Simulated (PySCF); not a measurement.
InH$_{2}$: single-point calculation

System: InH$_{2}$, multiplicity 2.
Method: PBE0/ccECP-cc-pVDZ, UKS, core potentials ccecp (PySCF 2.14.0).

A bond length was changed on purpose from its optimised value.

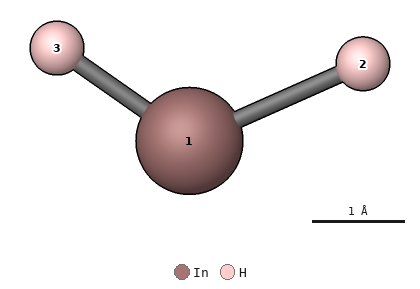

The structure (ball-and-stick view, seen at a tilt; atoms are numbered from 1 in the order of the input). Sticks mark near contacts.

**The input (input.py)**
```python
from pyscf import gto, dft

molecule = gto.M(
    atom='input.xyz',
    ecp='ccecp',
    basis='ccecp-cc-pvdz',
    verbose=3,
    spin=1,
    max_memory=1860,
)

calc0 = dft.UKS(molecule)
calc0.xc = 'pbe0'
calc0.grids.level = 5
calc0.conv_tol = 1e-10
calc0.kernel()
if not calc0.converged:
    calc0 = calc0.newton().run(calc0.mo_coeff, calc0.mo_occ)

e_final = calc0.e_tot
print('E(%s) = %.9f' % ('PBE0', e_final))
```

**File input.xyz**
```
3
H2In
In     0.323257    -0.763575     0.075437
H      0.691300     1.265400     0.521600
H     -1.148243    -1.242975    -0.759063
```

Machine: 1 thread of Arm Neoverse V1, 24 GiB of memory available, shared host.

Run as:
```bash
OMP_NUM_THREADS=1 python input.py
```

**Output**
```
WARN: HOMO -0.164381058618537 >= LUMO -0.164381058618537

converged SCF energy = -3.05417612874121  <S^2> = 0.75786879  2S+1 = 2.0078534
E(PBE0) = -3.054176129
```

**Summary**

```tsv
quantity	value
outcome	converged
total energy	−3.054176 hartree
basis functions	23
⟨S²⟩	0.758
dipole moment	1.09 D
wall time	2.8 s
peak memory	0.19 GiB
```
